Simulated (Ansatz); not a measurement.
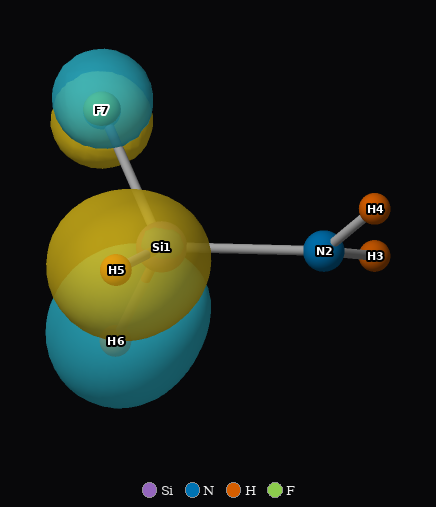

FH₄NSi. The HOMO−1 at ±0.2 Å⁻³ᐟ² (yellow and cyan are the two phases), seen from one side.

Method: Ansatz, RKS B3LYP-D4/def2-SVP.

Input

```
crystal:
  periodic: [false, false, false]
  atoms:
    - { symbol: Si, position_ang: [0.295621, 0.043072, 0.086992] }
    - { symbol: "N", position_ang: [0.80409, 0.131651, 1.766652] }
    - { symbol: H, position_ang: [0.17813, 0.064054, 2.565017] }
    - { symbol: H, position_ang: [1.713593, -0.265127, 1.983784] }
    - { symbol: H, position_ang: [1.673122, 0.16174, -0.365432] }
    - { symbol: H, position_ang: [-0.666613, 1.107434, -0.276768] }
    - { symbol: F, position_ang: [-0.385543, -1.348823, -0.417546] }
basis:
  gaussian: { orbitals: def2-SVP }
hamiltonian:
  xc: b3lyp
  dispersion: d4
relax:
  f_tol: 0.03
  max_steps: 50
output:
  orbitals: {}
```

Command:

```sh
ansatz run input.yaml --threads 1 --pin off --max-ram 2048MiB --backend cpu --events-out ev --progress --plain --runs-dir out
```

The fields are those of the run's last geometry, not of the input's.

Where does this orbital lie, and at what energy?

Answer. By Hirshfeld shares it lies mainly on Si1 (about 30 %), H5 (about 25 %), H6 (about 25 %) and F7 (about 20 %). Its energy is −9.04 eV.
